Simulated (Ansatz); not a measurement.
**BCl2F (SMILES FB(Cl)Cl): levels of theory compared**

Aim: a comparison of 6 runs (B2PLYP/STO-3G, BLYP/STO-3G, CAM-B3LYP/STO-3G, UB3LYP/STO-3G, wB97X/STO-3G, CCSDTQ/STO-3G) of BCl2F. 

Program for the calculation: Ansatz 0.2.0.

67 further runs of the same task are left out: 4 that didn't finish, 63 set aside as unsound or not needed.

## Step 1: The molecule

The species is BCl2F (4 atoms), meant as a singlet with charge 0. SMILES: `FB(Cl)Cl`. The B2–F1 distance was set to 1.965 Å, away from the relaxed value.

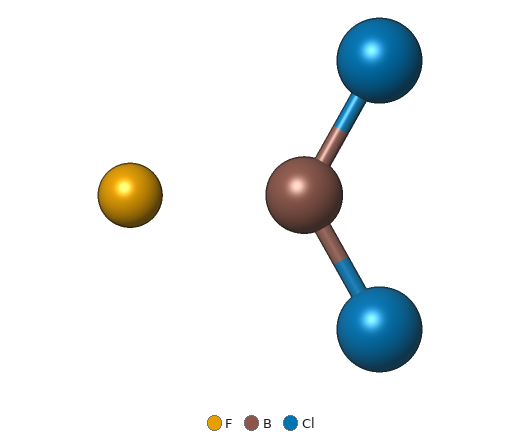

The structure, seen from a chosen angle (fluorine amber, boron brown, chlorine blue).

## Step 2: A single-point energy at B2PLYP/STO-3G (run 1)

Input file job.yaml:

```yaml
crystal:
  periodic: [false, false, false]
  atoms:
    - {symbol: F, position_ang: [0.167598, -1.707650, -1.144748]}
    - {symbol: B, position_ang: [0.007910, -0.080610, -0.054040]}
    - {symbol: Cl, position_ang: [-1.549540, 0.373780, 0.571420]}
    - {symbol: Cl, position_ang: [1.427260, 0.872140, 0.263810]}
basis:
  gaussian:
    orbitals: STO-3G
hamiltonian:
  xc: {name: B2PLYP}
correlation:
  frozen_orbitals: {B: 1, Cl: 5, F: 1}
accuracy: high
```

The run is started by

```sh
ansatz run job.yaml --threads 1 --pin off --max-ram 3480MiB --events-out events.jsonl --progress --plain --runs-dir runs
```

The program printed:

```text
Warning: RAYON_NUM_THREADS=1 ignored (pool sized by the plan → 1); use --threads N
Functional definition: B2PLYP
  name "B2PLYP"
  parameter a = 0.53
  parameter c = 0.27
  exchange = (1 - a)*b88_x + a*exact_x
  correlation = (1 - c)*lyp_c + c*(mp2_os + mp2_ss)
516 factors; integrals over basis functions are off by at most 2.9e-8 eV
mean field evaluation 1: about -28096.6631 eV, gradient 3.5e1 eV
mean field evaluation 2: about -28096.6630 eV, gradient 3.5e1 eV
mean field evaluation 4: about -28102.6949 eV, gradient 1.1e1 eV
mean field evaluation 8: about -28103.3490 eV, gradient 2.2e-1 eV
mean field evaluation 16: about -28103.3493 eV, gradient 3.5e-6 eV
mean field -28103.34926124 eV, -1032.7790362162 hartree, gradient 2.6e-8 eV, S^2 0.000000; 0 other end points of the search recorded, 0 dependent functions left out; unrestricted orbitals would lower it
12 core orbitals not correlated: weight in the atoms' cores, before any rotation towards them, 1.000 or more for the frozen orbitals, at most 0.000 for the correlated occupied ones
reference -28103.34927763 eV, -1032.7790368185 hartree; 12, 12 occupied and 4, 4 virtual orbitals, 516 factors
second order -4.02850824 eV of doubles, -0.00000000 eV of singles
Total energy: -28104.43697485 eV, -1032.8190089542 hartree
```

It took 2.2 s on 1 thread of Arm Neoverse V1, shared host; peak memory 0.11 GiB.

## Step 3: The energy at BLYP/STO-3G (run 2)

Input file molecule.yaml:

```yaml
crystal:
  periodic: [false, false, false]
  atoms:
    - {symbol: F, position_ang: [0.167598, -1.707650, -1.144748]}
    - {symbol: B, position_ang: [0.007910, -0.080610, -0.054040]}
    - {symbol: Cl, position_ang: [-1.549540, 0.373780, 0.571420]}
    - {symbol: Cl, position_ang: [1.427260, 0.872140, 0.263810]}
basis:
  gaussian:
    orbitals: STO-3G
hamiltonian:
  xc: {name: BLYP}
accuracy: high
```

The run is started by

```sh
ansatz run molecule.yaml --threads 1 --pin off --max-ram 3480MiB --events-out events.jsonl --progress --plain --runs-dir runs
```

The program printed:

```text
Warning: RAYON_NUM_THREADS=1 ignored (pool sized by the plan → 1); use --threads N
Functional definition: BLYP
  name "BLYP"
  parameter beta = 0.0042
  parameter a = 0.04918
  parameter b = 0.132
  parameter c = 0.2533
  parameter d = 0.349
  exchange = b88_x(beta = beta)
  correlation = lyp_c(a = a, b = b, c = c, d = d)
516 factors; integrals over basis functions are off by at most 2.9e-8 eV
mean field evaluation 1: about -28110.2789 eV, gradient 3.0e1 eV
mean field evaluation 2: about -27986.2516 eV, gradient 1.8e2 eV
mean field evaluation 4: about -28112.0874 eV, gradient 2.4e1 eV
mean field evaluation 8: about -28113.8487 eV, gradient 1.7e-1 eV
mean field evaluation 16: about -28113.8488 eV, gradient 2.4e-6 eV
mean field -28113.84881396 eV, -1033.1648876619 hartree, gradient 8.8e-9 eV, S^2 0.000000; 0 other end points of the search recorded, 0 dependent functions left out
reference -28113.84884880 eV, -1033.1648889421 hartree; 24, 24 occupied and 4, 4 virtual orbitals, 516 factors
Total energy: -28113.84884880 eV, -1033.1648889421 hartree
```

Run time: 1.6 s. Hardware: 1 thread of Arm Neoverse V1, shared host; peak memory 0.1 GiB.

Runs 3 to 5 aren't shown in full; the table further down has their settings and results.

## Step 4: A single-point energy at CCSDTQ/STO-3G (run 6)

Input file input.yaml:

```yaml
crystal:
  periodic: [false, false, false]
  atoms:
    - {symbol: F, position_ang: [0.167598, -1.707650, -1.144748]}
    - {symbol: B, position_ang: [0.007910, -0.080610, -0.054040]}
    - {symbol: Cl, position_ang: [-1.549540, 0.373780, 0.571420]}
    - {symbol: Cl, position_ang: [1.427260, 0.872140, 0.263810]}
basis:
  gaussian: {orbitals: STO-3G}
scf: {omitted_lower_state_checks: [cluster_reference, increment]}
accuracy: high
correlation: {method: ccsdtq, frozen_orbitals: {B: 1, Cl: 5, F: 1}}
```

The run is started by

```sh
ansatz run input.yaml --threads 1 --pin off --max-ram 3480MiB --events-out events.jsonl --progress --plain --runs-dir runs
```

The program printed:

```text
Warning: RAYON_NUM_THREADS=1 ignored (pool sized by the plan → 1); use --threads N
[... 11 lines left out ...]
12 core orbitals not correlated: weight in the atoms' cores, before any rotation towards them, 1.000 or more for the frozen orbitals, at most 0.000 for the correlated occupied ones
[... 37 lines left out ...]
Total energy: -28072.93562099 eV, -1031.6613555520 hartree
Checks for a lower state left out: cluster_reference, increment
```

It took 25 s on 1 thread of Arm Neoverse V1, shared host; peak memory 0.28 GiB.

## Step 5: The series

| run | level | frozen core orbitals | energy (Eh) | wall time |
| --- | --- | --- | --- | --- |
| 1 | B2PLYP/STO-3G | 12 | -1032.819009 | 2.2 s |
| 2 | BLYP/STO-3G | – | -1033.164889 | 1.6 s |
| 3 | CAM-B3LYP/STO-3G | – | -1033.207554 | 1.8 s |
| 4 | UB3LYP/STO-3G | – | -1033.280490 | 2.7 s |
| 5 | wB97X/STO-3G | – | -1033.292799 | 6.9 s |
| 6 | CCSDTQ/STO-3G | 12 | -1031.661356 | 25 s |

## Step 6: Results

```
                                           quantity           value
                                run 6: total energy  -1031.66136 Eh
run 6: correlation energy (12 core orbitals frozen)      -139.8 mEh
                               run 6: T1 diagnostic           0.019
```

**Reading.** Totals of different functionals can't be ranked against each other. In runs 1, 6 the log says that unrestricted orbitals would lower the reference, so the values rest on an unstable closed-shell determinant (other closed-shell runs at this shape may share the fault). In runs 1, 2, 3, 4, 5, 6 the basis is minimal, so the values are rough. All runs together took 40 s, the longest 25 s.
